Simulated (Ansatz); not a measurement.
## k-point convergence of GW for Ta2O5 (Pmmm)

Aim: the G0W0 gap of Ta2O5 (Pmmm) on a series of meshes, at fixed bands and cutoff.

Calculated with Ansatz 0.2.0; G0W0 on LDA, plane waves, PAW; PAW set soft_1.

## 1. Set-up

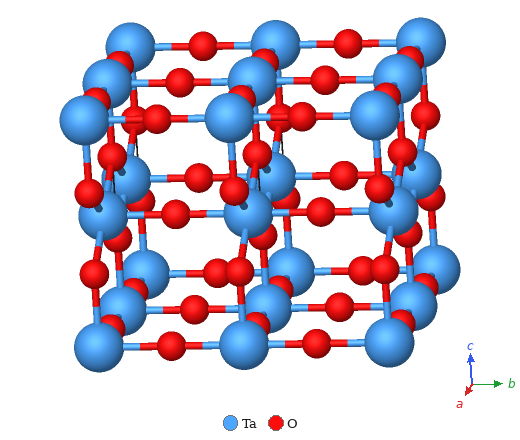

The cell as given, slightly off an axis (tantalum blue, oxygen red). 2×2×1 cells are drawn. Some periodic images of atoms are drawn too.

Geometry: measured cell, ions relaxed with LDA. The runs that relaxed it are not among those shown. Spin-orbit coupling is left out unless a step names it.

## 2. The 4×4×2 mesh

Now the one-shot GW correction: screening in the RPA, then the self-energy of the levels asked for. This step takes PAW set soft_1 files.

File input.yaml:

```yaml
crystal:
  lattice:
    - [3.677, 0.0, 0.0]
    - [0.0, 3.897, 0.0]
    - [0.0, 0.0, 6.217]
  atoms:
    - { symbol: Ta, position: [0.5, 0.0, 0.5] }
    - { symbol: Ta, position: [0.0, 0.0, 0.0] }
    - { symbol: O, position: [0.0, 0.0, 0.3219126261] }
    - { symbol: O, position: [0.0, 0.0, 0.6780873739] }
    - { symbol: O, position: [0.5, 0.5, 0.5] }
    - { symbol: O, position: [0.5, 0.0, 0.0] }
    - { symbol: O, position: [0.0, 0.5, 0.0] }
kpoints:
  mp_grid: { grid: [4, 4, 2] }
hamiltonian:
  xc: lda
  pseudopotentials: { kind: paw, azcp: { folder: soft_1 }, xc_functional: pbe }
scf:
  occupations: { method: fixed }
gw:
  n_empty_bands: 202
  ecut_chi: 100
  qp_bands: [v2, c2]
  qp_kpoints: band_edges
  screening: { model: contour_deformation }
```

The run is started by

```bash
$ ansatz run input.yaml --threads 3 --pin off --max-ram 92160MiB --backend cuda --events-out ev --progress --plain --runs-dir out --devices 1 --max-vram 13GiB
```

Numbers of over 12 decimals in the logs are rounded to 6 here.

The program printed:

```text
GPUs: using 1 of 1 available (devices: 1).
Engine: ansatz 0.2.0, x86_64-unknown-linux-gnu
Pseudopotentials: kind: paw
Pseudopotential: Ta, paw, valence charge 13, recommended cutoff 420 eV (normal), soft_1/Ta.paw.azcp
Pseudopotential: O, paw, valence charge 6, recommended cutoff 420 eV (normal), soft_1/O.paw.azcp
Functional definition: SPW92
  exchange = slater_x
  correlation = pw_c
device memory: the entry about to start is reckoned to put 1.3 GiB on a device that reports 35.7 GiB free (of which the cap on the GPU budget leaves the run 13.0 GiB)
GPU FFT provider: cuFFT
GPU libraries: cuBLAS 13.8.2, cuFFT 12.4.0, cuSOLVER 12.3.4
Crystal: 7 atoms, lattice volume = 89.085 Å³
Basis set: ecut = 420 eV, 1749 PW (Γ)
Bands: 35, of which v1, the nominal top of the filled ones, is band 28 counted from 1 (27 counted from 0)
Symmetry: 8 space group operations
Space group: Pmmm (ITA 47), of the structure as read, at distance tolerance 4.5e-5 Å
k-points: 18 of 32
Non-local potential: Ta, projectors of the file, l = 0: 3, l = 1: 2, l = 2: 2, l = 3: 1
Non-local potential: O, projectors of the file, l = 0: 2, l = 1: 2, l = 2: 1
PAW form: soft (Blöchl's): semilocal exchange-correlation on the pseudo side does not see the compensation charge
PAW frozen core: Ta, regenerated for the run's functional, and the local potential with it (the file was generated under x = pbe(κ = 0.804, μ = 0.219515), c = pbe(β = 0.066725))
PAW frozen core: O, regenerated for the run's functional, and the local potential with it (the file was generated under x = pbe(κ = 0.804, μ = 0.219515), c = pbe(β = 0.066725))
PAW one-centre angular grid: Ta, 590 points (default); XC on 64 Gauss nodes
PAW one-centre angular grid: O, 110 points (default); XC on 64 Gauss nodes
Initial density: superposition of atomic densities (chi_scale 0.1, normalization cell, long waves kept (reshape's long-wave potential 0.02 eV rms))
Initial wavefunctions: pseudopotential atomic-orbital guess
GPU buffer pool allocated for 30375 grid points (all kernels)
GPU transforms: local potential and band sums: pruned to the plane-wave sphere, on 25×27×45
Functional: x = slater, c = lda
SCF iter   1: F=—  HF=-22149.410162 eV  |F-HF|=—  |Δ(HF+E_count)|=         —  Δρ=7.26e-2  dr2=4.81e0  ethr=3.10e-3  ⟨swp⟩=3.9  Hψ=2257  notcnv=0  defer=51
preconditioner: auto → Resta (q_TF=auto, 2.525 Å⁻¹)  ε∞=5.9  [insulator: Δε(μ)=2.418 eV  Ē_g=11.243 eV  n_scr=20 (ndim 8)  ℏωp=24.9 eV  f_vac=0.012  ε∞_Penn≈5.9]
SCF iter   2: F=—  HF=-22148.415034 eV  |F-HF|=—  |Δ(HF+E_count)|=   9.95e-1  Δρ=3.79e-2  dr2=9.63e-1  ethr=3.10e-3  ⟨swp⟩=2.0  Hψ=1174  notcnv=0  defer=67
SCF iter   3: F=—  HF=-22148.179547 eV  |F-HF|=—  |Δ(HF+E_count)|=   2.35e-1  Δρ=1.63e-2  dr2=2.83e-1  ethr=1.72e-3  ⟨swp⟩=2.0  Hψ=855  notcnv=0  defer=81
SCF iter   4: F=—  HF=-22148.109517 eV  |F-HF|=—  |Δ(HF+E_count)|=   7.00e-2  Δρ=4.53e-3  dr2=1.89e-2  ethr=5.05e-4  ⟨swp⟩=2.3  Hψ=1058  notcnv=0  defer=86
SCF iter   5: F=—  HF=-22148.108281 eV  |F-HF|=—  |Δ(HF+E_count)|=   1.24e-3  Δρ=2.90e-3  dr2=6.28e-3  ethr=3.38e-5  ⟨swp⟩=2.0  Hψ=1049  notcnv=0  defer=90
SCF iter   6: F=—  HF=-22148.107583 eV  |F-HF|=—  |Δ(HF+E_count)|=   6.98e-4  Δρ=6.67e-4  dr2=5.31e-4  ethr=1.12e-5  ⟨swp⟩=2.0  Hψ=959  notcnv=0  defer=90
SCF iter   7: F=—  HF=-22148.107664 eV  |F-HF|=—  |Δ(HF+E_count)|=   8.06e-5  Δρ=5.57e-4  dr2=2.57e-4  ethr=9.47e-7  ⟨swp⟩=2.0  Hψ=950  notcnv=0  defer=75
SCF iter   8: F=—  HF=-22148.107619 eV  |F-HF|=—  |Δ(HF+E_count)|=   4.47e-5  Δρ=1.47e-4  dr2=2.28e-5  ethr=4.59e-7  ⟨swp⟩=2.0  Hψ=871  notcnv=0  defer=38
SCF iter   9: F=—  HF=-22148.107616 eV  |F-HF|=—  |Δ(HF+E_count)|=   2.93e-6  Δρ=4.34e-5  dr2=1.91e-6  ethr=4.08e-8  ⟨swp⟩=2.0  Hψ=891  notcnv=0  defer=37
SCF iter  10: F=—  HF=-22148.107616 eV  |F-HF|=—  |Δ(HF+E_count)|=   2.95e-7  Δρ=1.60e-5  dr2=2.48e-7  ethr=3.41e-9  ⟨swp⟩=2.0  Hψ=816  notcnv=0  defer=37
[...]
device memory: the entry about to start is reckoned to put 0.4 GiB on a device that reports 42.8 GiB free (of which the cap on the GPU budget leaves the run 13.0 GiB)
NSCF: frozen V_eff on 1 k-points
SCF converged after 12 iterations
Free energy (F): -22148.107616 eV
Harris-Foulkes:  -22148.107616 eV  (|F-HF|=5.35e-10)
Internal energy: -22148.107616 eV  (E = F + TS)
E sigma→0 (E₀):  -22148.107616 eV
Fermi energy:    8.740122 eV
--- Per-component energies (eV) ---
  E_band       = -497.280400
  E_kinetic    = 1609.278467
  E_local      = -3731.176799  (includes V_loc(G=0)·N_el)
  E_nonlocal   = 264.881191
  E_hartree    = 1355.055344
  E_xc         = -982.159590
  E_vxc        = -911.881725  (∫ρ·V_xc dr)
  E_paw        = -16875.547024  (= ΣΔE_a)
  E_vpaw       = -438.495924  (= ΣTr[D̂ρ^β])
  E_aug_tail   = 0.004152  (compensation charges beyond the density's cutoff)
  E_ewald      = -3789.445958
  E_core_change = 1.002601  (= ΣΔE_core)
  E_smearing   = -0.000000  (= −TS)
  E_closure    = 0.000000  (closes the sum)
  Σ components = -22148.107616   (vs F -22148.107616, Δ=0.00e0)
--- Band table (eV; the first three rows and the last of 18) ---
  k-point 0: bands = [... 24 lower, 7.2069, 7.8752, 7.8795, 8.0694, 9.0353, 9.4857, 9.9023, 10.8133, ... 3 higher]
  k-point 1: bands = [... 24 lower, 6.6778, 7.4276, 7.8492, 8.0648, 9.5044, 9.9516, 10.2189, 10.9535, ... 3 higher]
  k-point 2: bands = [... 24 lower, 6.5997, 7.2269, 7.4380, 7.7676, 9.1780, 10.8417, 11.0853, 11.2278, ... 3 higher]
  k-point 17: bands = [... 24 lower, 5.5425, 6.2569, 7.8494, 8.7401, 9.5806, 12.0074, 12.1177, 12.9439, ... 3 higher]
--- G₀W₀: contour deformation, 9 samples at zero and on the imaginary axis and 1 off it, 32 q-points, 202 empty bands' worth ---
  eigenvalues of the whole cell's RPA ε∞ on this k-mesh (on a slab, of 1 + 4πα/V) = 6.9001, 7.4760, 12.2950; static W/v taken at q = 0 is 0.116899
  gw.qp_kpoints: band_edges: 12 of 18 stored k-points solved, in 1 pass; an edge of the gap read off the rows below is read off those points alone
    valence top: of the k-points left out ik 11 came nearest to being solved in a further pass, in band 28 (counted from 1, as in the quasiparticle table): it holds the edge there only if its correction is more favourable than any solved in that band by at least 0.556 eV; those differ by 0.104 eV
    conduction bottom: of the k-points left out ik 15 came nearest to being solved in a further pass, in band 29 (counted from 1, as in the quasiparticle table): it holds the edge there only if its correction is more favourable than any solved in that band by at least 0.579 eV; those differ by 0.111 eV
  `?` marks the rows in doubt; gw_qp.tsv's column doubts and the gw_qp event give each row's grounds
    ik  band        ε_KS         Σx   Σc(E_QP)       V_xc       Z   E_QP_lin       E_QP  E_QP is
     0    27      7.8795   -26.0643     4.6756   -21.3411  0.6796     7.8319     7.8319  root
     0    28      8.0694   -26.2118     4.9858   -21.1083  0.6682     7.9491     7.9517  root
     0    29      9.0353   -11.1342    -5.3294   -17.4170  0.7210     9.9670     9.9887  root
     0    30      9.4857   -13.4201    -4.8163   -19.2982  0.7372    10.5200    10.5475  root
     1    27      7.8492   -27.6852     4.8403   -22.7107  0.6959     7.7113     7.7150  root
     1    28      8.0648   -26.2122     4.9901   -21.1038  0.6685     7.9437     7.9465  root
     1    29      9.5044   -13.4404    -4.8517   -19.3564  0.7362    10.5418    10.5687  root
     1    30      9.9516   -13.2234    -5.2885   -19.5022  0.6884    10.9045    10.9418  root
     2    27      7.4380   -26.7376     4.7940   -21.9058  0.6832     7.4003     7.4002  root
     2    28      7.7676   -25.6502     4.6718   -20.9320  0.6881     7.7181     7.7211  root
     2    29      9.1780   -11.1617    -5.4220   -17.5457  0.7172    10.1148    10.1400  root
     2    30     10.8417   -13.3165    -5.0860   -19.6181  0.7395    12.0145    12.0573  root
     4    27      7.5056   -27.3785     4.8024   -22.5633  0.6983     7.4929     7.4929  root
     4    28      7.9649   -25.8748     4.8414   -20.9889  0.6782     7.9201     7.9203  root
[...]
8    28      7.9824   -25.6416     5.0140   -20.4985  0.6567     7.8742     7.8534  root ?
[...]
16    30     12.0768   -15.2522    -5.3794   -21.7342  0.6728    13.1628    13.1794  root
    17    27      7.8494   -25.9778     4.8640   -21.0783  0.6760     7.8139     7.8139  root
    17    28      8.7401   -26.4093     4.9726   -21.3700  0.6792     8.6729     8.6734  root
    17    29      9.5806   -12.7095    -5.8034   -19.5674  0.6926    10.5963    10.6351  root
    17    30     12.0074   -15.9362    -5.0655   -22.1947  0.7142    13.1618    13.2004  root
```

Run time: 36 s. Hardware: 1 × NVIDIA H100 80GB HBM3 (shared by 6 runs) with 3 threads of AMD EPYC 7R13 (Zen 3), shared host; peak memory 1.3 GiB.

Numbers from this step:

```yaml
bands_summed: 230
rpa_eps_infinity_on_this_mesh_eigenvalues: 6.900, 7.476, 12.30
plane_waves_in_the_screening_matrix: 193
q_points_in_the_mesh: 32
g0w0_gap_on_the_mesh: 1.241 eV
k_of_the_valence_top: -0.5, -0.5, 0
k_of_the_conduction_bottom: -0.5, 0, 0
starting_gap_on_the_mesh: 0.1975 eV
z_at_the_valence_top: 0.6793
z_at_the_conduction_bottom: 0.7334
least_direct_g0w0_gap_on_the_computed_points: 1.389 eV
```

The gap on the mesh goes from 0.20 eV to 1.24 eV, a correction of +1.04 eV. Between the two edge states, bare exchange in place of the xc potential would open the gap by 10.70 eV, and correlation takes back 9.66 eV.

## 3. The 4×4×4 mesh

A second mesh at equal bands and cutoff isolates the sampling error.

Edit input.yaml of step 2 so:

```diff
@@ -14,3 +14,3 @@
 kpoints:
-  mp_grid: { grid: [4, 4, 2] }
+  mp_grid: { grid: [4, 4, 4] }
 hamiltonian:
```

The program printed:

```text
GPUs: using 1 of 1 available (devices: 1).
[...]
GPU FFT provider: cuFFT
GPU libraries: cuBLAS 13.8.2, cuFFT 12.4.0, cuSOLVER 12.3.4
Crystal: 7 atoms, lattice volume = 89.085 Å³
Basis set: ecut = 420 eV, 1749 PW (Γ)
Bands: 35, of which v1, the nominal top of the filled ones, is band 28 counted from 1 (27 counted from 0)
Symmetry: 8 space group operations
[...]
k-points: 27 of 64
[...]
GPU buffer pool allocated for 30375 grid points (all kernels)
[...]
SCF iter   1: F=—  HF=-22149.435309 eV  |F-HF|=—  |Δ(HF+E_count)|=         —  Δρ=7.23e-2  dr2=4.78e0  ethr=3.10e-3  ⟨swp⟩=4.1  Hψ=3222  notcnv=0  defer=97
[...]
SCF iter  12: F=-22148.142793 eV  HF=-22148.142793 eV  |F-HF|=6.18e-10  |Δ(HF+E_count)|=   4.75e-8  Δρ=2.13e-6  dr2=4.97e-9  ethr=1.79e-10  ⟨swp⟩=1.0  Hψ=2406  notcnv=0
SCF 1 converged in 12 iterations: F = -22148.142793 eV  dr2 = 4.97e-9
[...]
0    28      8.0730   -26.2077     4.9679   -21.0939  0.6841     7.9239     7.9272  root
     0    29      9.0395   -11.2149    -5.2383   -17.4134  0.7383     9.9986     9.9996  root
     0    30      9.4907   -13.4056    -4.8189   -19.2959  0.7505    10.5593    10.5621  root
     3    27      7.4230   -26.6884     4.7005   -21.9444  0.7054     7.3795     7.3795  root
     3    28      7.7608   -25.5533     4.5997   -20.8868  0.6931     7.6939     7.6941  root
     3    29      9.1823   -11.2412    -5.3379   -17.5431  0.7337    10.1468    10.1462  root
     3    30     10.8456   -13.3503    -5.0361   -19.6157  0.7600    12.0654    12.0750  root
[...]
18    27      7.4963   -27.8608     4.9280   -22.7309  0.7044     7.2834     7.2945  root ?
[...]
26    27      7.8442   -25.9725     4.8436   -21.0758  0.6901     7.7909     7.7911  root
    26    28      8.7417   -26.4163     4.9562   -21.3691  0.6934     8.6498     8.6507  root
    26    29      9.5867   -12.7382    -5.7883   -19.5678  0.7099    10.6333    10.6279  root
    26    30     12.0101   -15.9279    -5.0703   -22.1893  0.7302    13.2024    13.2013  root
[key lines of the parts left out:]
SCF converged after 12 iterations
Free energy (F): -22148.142793 eV
Fermi energy:    8.741737 eV
```

Elapsed: 26 s, on 1 × NVIDIA H100 80GB HBM3 (shared by 6 runs) with 3 threads; peak memory 1.4 GiB.

This step gave:

```
bands summed                                 : 230
RPA ε∞ on this mesh (eigenvalues)            : 5.868, 7.197, 10.99
plane waves in the screening matrix          : 193
q-points in the mesh                         : 64
G0W0 gap on the mesh                         : 1.282 eV
k of the valence top                         : -0.5, -0.5, -0.5
k of the conduction bottom                   : -0.5, 0, 0
starting gap on the mesh                     : 0.2014 eV
Z at the valence top                         : 0.6934
Z at the conduction bottom                   : 0.7470
least direct G0W0 gap on the computed points : 1.411 eV
```

Against the run with 4×4×2 mesh, 202 empty bands, screening to 100 eV, PAW set soft_1 files, the gap moves by +0.04 eV. A band edge is found at another k point on this mesh.

## 4. The 6×6×4 mesh

Edit input.yaml of step 3 so:

```diff
@@ -14,3 +14,3 @@
 kpoints:
-  mp_grid: { grid: [4, 4, 4] }
+  mp_grid: { grid: [6, 6, 4] }
 hamiltonian:
```

The program printed:

```text
GPUs: using 1 of 1 available (devices: 1).
[...]
GPU FFT provider: cuFFT
GPU libraries: cuBLAS 13.8.2, cuFFT 12.4.0, cuSOLVER 12.3.4
Crystal: 7 atoms, lattice volume = 89.085 Å³
Basis set: ecut = 420 eV, 1749 PW (Γ)
Bands: 35, of which v1, the nominal top of the filled ones, is band 28 counted from 1 (27 counted from 0)
Symmetry: 8 space group operations
[...]
k-points: 48 of 144
[...]
36    27      7.4829   -27.8095     4.8605   -22.7327  0.7204     7.2617     7.2666  root ?
[...]
47    27      7.8370   -25.9698     4.8302   -21.0785  0.7015     7.7758     7.7759  root
    47    28      8.7303   -26.4102     4.9394   -21.3719  0.7046     8.6310     8.6315  root
    47    29      9.5972   -12.7489    -5.7628   -19.5648  0.7214    10.6706    10.6504  root
    47    30     12.0214   -15.9533    -5.0322   -22.1871  0.7441    13.2449    13.2229  root
[key lines of the parts left out:]
SCF converged after 12 iterations
Free energy (F): -22148.176122 eV
Fermi energy:    8.730341 eV
```

It took 2.2 min on 1 × NVIDIA H100 80GB HBM3 (shared by 6 runs) with 3 threads; peak memory 1.8 GiB.

Numbers from this step:

```yaml
bands_summed: 230
rpa_eps_infinity_on_this_mesh_eigenvalues: 5.891, 6.957, 8.901
plane_waves_in_the_screening_matrix: 193
g0w0_gap_on_the_mesh: 1.312 eV
k_of_the_valence_top: -0.5, -0.5, 0
k_of_the_conduction_bottom: -0.5, 0, 0
starting_gap_on_the_mesh: 0.2228 eV
least_direct_g0w0_gap_on_the_computed_points: 1.449 eV
```

Against the run with 4×4×4 mesh, 202 empty bands, screening to 100 eV, PAW set soft_1 files, the gap moves by +0.03 eV, while the start moved by +0.02 eV. A band edge is found at another k point on this mesh.

## 5. The 8×6×4 mesh

Edit input.yaml of step 4 so:

```diff
@@ -14,3 +14,3 @@
 kpoints:
-  mp_grid: { grid: [6, 6, 4] }
+  mp_grid: { grid: [8, 6, 4] }
 hamiltonian:
```

The program printed:

```text
GPUs: using 1 of 1 available (devices: 1).
[...]
GPU FFT provider: cuFFT
GPU libraries: cuBLAS 13.8.2, cuFFT 12.4.0, cuSOLVER 12.3.4
Crystal: 7 atoms, lattice volume = 89.085 Å³
Basis set: ecut = 420 eV, 1749 PW (Γ)
Bands: 35, of which v1, the nominal top of the filled ones, is band 28 counted from 1 (27 counted from 0)
Symmetry: 8 space group operations
[...]
k-points: 60 of 192
[...]
48    27      7.4831   -27.8097     4.8588   -22.7327  0.7214     7.2608     7.2649  root ?
[...]
59    27      7.8370   -25.9691     4.8290   -21.0785  0.7025     7.7752     7.7754  root
    59    28      8.7303   -26.4093     4.9379   -21.3719  0.7059     8.6302     8.6307  root
    59    29      9.5972   -12.7524    -5.7597   -19.5648  0.7224    10.6724    10.6498  root
    59    30     12.0213   -15.9609    -5.0253   -22.1871  0.7455    13.2469    13.2222  root
[key lines of the parts left out:]
SCF converged after 12 iterations
Free energy (F): -22148.176517 eV
Fermi energy:    8.730274 eV
```

The job ended after 3 min (1 × NVIDIA H100 80GB HBM3 (shared by 6 runs) with 3 threads; peak memory 2 GiB; 5.8 min of CPU time).

This step gave:

| Item | Value |
| --- | --- |
| bands summed | 230 |
| RPA ε∞ on this mesh (eigenvalues) | 5.894, 6.944, 8.816 |
| plane waves in the screening matrix | 193 |
| G0W0 gap on the mesh | 1.313 eV |
| k of the valence top | -0.5, -0.5, -0.5 |
| k of the conduction bottom | -0.5, 0, 0 |
| starting gap on the mesh | 0.2228 eV |
| least direct G0W0 gap on the computed points | 1.450 eV |

Against the run with 6×6×4 mesh, 202 empty bands, screening to 100 eV, PAW set soft_1 files, the gap moves by +0.0004 eV. A band edge is found at another k point on this mesh.

## 6. The meshes together

Times are wall times on 1 × NVIDIA H100 80GB HBM3 (shared by 6 runs) with 3 threads of AMD EPYC 7R13 (Zen 3), shared host, good to a factor of about two.

| mesh | points | irreducible | start (eV) | G0W0 (eV) | shift (eV) | RPA ε∞ (mean) | time |
| --- | --- | --- | --- | --- | --- | --- | --- |
| 4×4×2 | 32 | 18 | 0.198 | 1.241 | +1.044 | 8.89 | 36 s |
| 4×4×4 | 64 | 27 | 0.201 | 1.282 | +1.081 | 8.02 | 26 s |
| 6×6×4 | 144 | 48 | 0.223 | 1.312 | +1.090 | 7.25 | 2.2 min |
| 8×6×4 | 192 | 60 | 0.223 | 1.313 | +1.090 | 7.22 | 3 min |

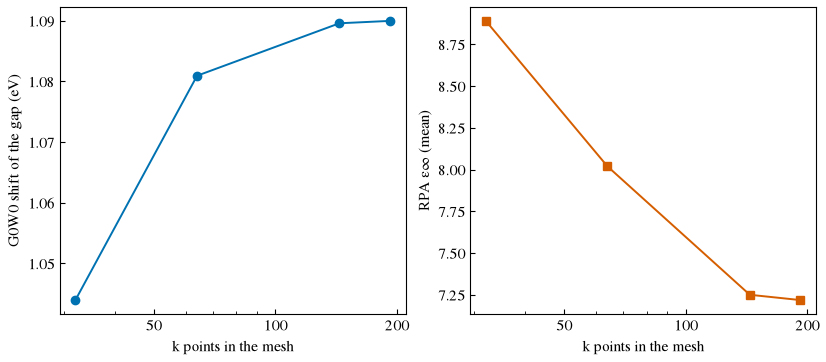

Shift and screening against the mesh.

## 7. Results

| Quantity | Value |
| --- | --- |
| 4×4×2 | 1.241 eV (shift +1.044) |
| 4×4×4 | 1.282 eV (shift +1.081) |
| 6×6×4 | 1.312 eV (shift +1.090) |
| 8×6×4 | 1.313 eV (shift +1.090) |
| settings | LDA start, 202 empty bands, 100 eV |

The shift is +1.04 eV on 4×4×2 and +1.09 eV on 8×6×4. On 8×6×4 the edges lie at (0.500, 0.500, 0.500) and (0.500, 0.000, 0.000), on 6×6×4 at (0.500, 0.500, 0.000) and (0.500, 0.000, 0.000), so these two shifts belong to different pairs of states. The RPA ε∞ (mean) ranges from 7.22 to 8.89 and ends at 7.22; the coarsest mesh overstates it. From 32 to 192 points the time grows 5.0-fold. Bands and cutoff are modest here, so the values stand off the basis limit. The 8×6×4 mesh is coarse for this cell (its supercell is 23 Å along the shortest edge). The RPA ε∞ on it, from the LDA start, is 5.89, 6.94 and 8.82; such meshes misread the long-range screening, most where the gap is narrow. The many-body steps are scalar-relativistic: spin-orbit coupling is not in them.

[Paths, hosts, dates, memory and timing lines, banners, echoed tables and standing remarks are left out of the program output.]

[Logs are printed without paths, hosts, clocks, repeated set-up lines and the standing remarks that a program may print on its own settings, such as how far it seeks lower states.]

[Runs of the session that timed out or met a known fault of the program may be left out.]

[Cells called generated may have been cut or substituted from an entry of the Crystallography Open Database or the Materials Project.]

[Hosts, paths, dates, database ids (printed as entryN), source tags and the programs' standing remarks are cut or masked in the printed files.]
